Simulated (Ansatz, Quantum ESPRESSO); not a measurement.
# Predicting the next point of a tunnelling series: a Al chain with one bond drawn out

Method. Quantum ESPRESSO 7.5 (pw.x, pwcond.x), PBE, GBRV ultrasoft; geometry as built. T is the transmission per spin at the Fermi level. The series steps the stretch of one bond.

| added stretch (Å) | T |
| --- | --- |
| 0.5 | 1.83 |
| 1.2 | 0.82 |
| 2 | 0.0513 |
| 3 | 0.00262 |

**Question.** What is T at 4 Å?

**Worked estimate.** In the tunnelling regime ln T falls linearly. The last two rows give a slope of ln(0.0513/0.00262)/(3 − 2) = 2.975 per Å, so T(4) ≈ 0.00262 × exp(−2.975 × 1) = 0.000134.

**Check.** T = 0.000204; the estimate is 0.66 times that. The slope over the last interval is 2.553: flatter than before. A second code, Ansatz 0.2.0, gives 0.000176.

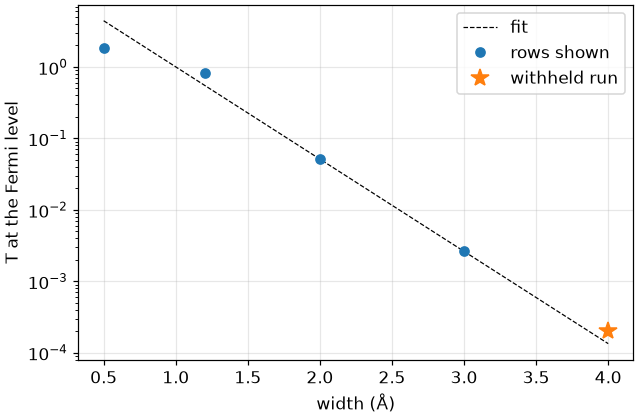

The rows shown, the fit and the withheld run.

Caveats: Short leads, unrelaxed atoms, a barrier without the image potential.
